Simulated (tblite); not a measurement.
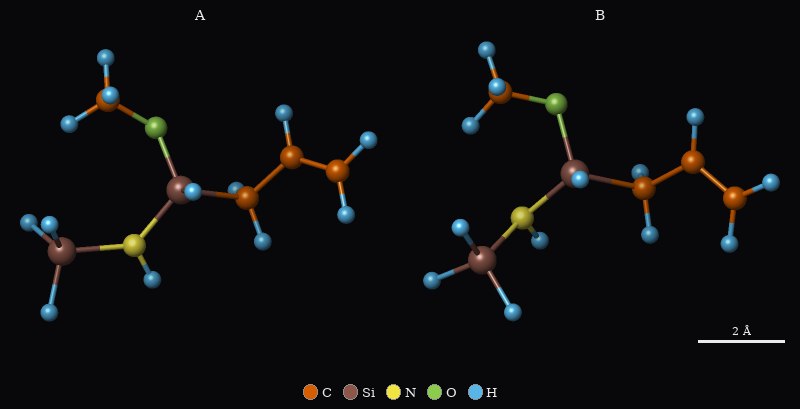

Two geometries of C4H13NOSi2, drawn at one scale. One is the start of a relaxation, the other its converged end. Style: ball-and-stick. Shown face on.

These are results of GFN2-xTB geometry optimisation, gas phase in tblite 0.8.0, not measurements. 

Which one is relaxed?

Answer. Structure A is the relaxed one. The atom that moves furthest after the best rigid fit is an H atom (1.67 Å). By element the largest moves are H 1.67 Å, N 0.87 Å, C 0.64 Å, Si 0.60 Å, O 0.57 Å. Some distances before and after: O–Si 1.725 → 1.620 Å, C–C 1.366 → 1.321 Å, N–Si 1.766 → 1.735 Å, C–H 1.121 → 1.091 Å. Bond angles that change, for instance: Si–O–C 112.8° → 128.3°, Si–N–Si 116.4° → 129.8°, C–C–C 116.6° → 124.6°. The energy falls by 65.9 kJ/mol in 211 geometry steps.
